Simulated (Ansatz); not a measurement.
**A computed series for MoS2: response to strain**

Start from MoS₂ in the 3R-MoS2 type structure (space group R3m, No. 160; layered, stacked along the Cartesian z axis).

```
CELL_PARAMETERS angstrom
      1.58770     0.91666     6.19535
     -1.58770     0.91666     6.19535
      0.00000    -1.83332     6.19535
ATOMIC_POSITIONS crystal
  Mo 0.00000 0.00000 0.00000
  S  0.75029 0.75029 0.75029
  S  0.58300 0.58300 0.58300
```

Cartesian axes are those of the cell as printed.

Strains are applied to the cell and any free atomic positions relax; under biaxial strain the out-of-plane vector relaxes too.

Level of theory: Ansatz (a first-principles code) r2SCAN+rVV10, no SOC, earlier PAW set.

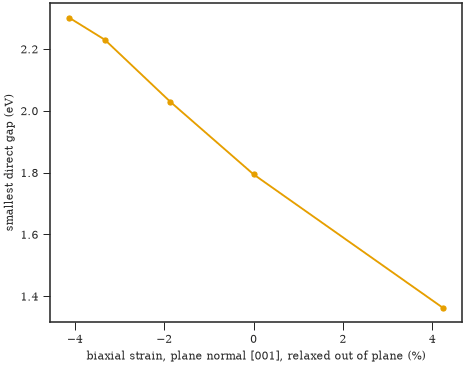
Fig. 1. Smallest direct gap against biaxial strain, plane normal [001], relaxed out of plane

```tsv
biaxial strain, plane normal [001], relaxed out of plane (%)	smallest direct gap
-4.13	2.30 eV
-3.33	2.23 eV
-1.86	2.03 eV
4.24	1.36 eV
```

Stability against distortions was not tested.
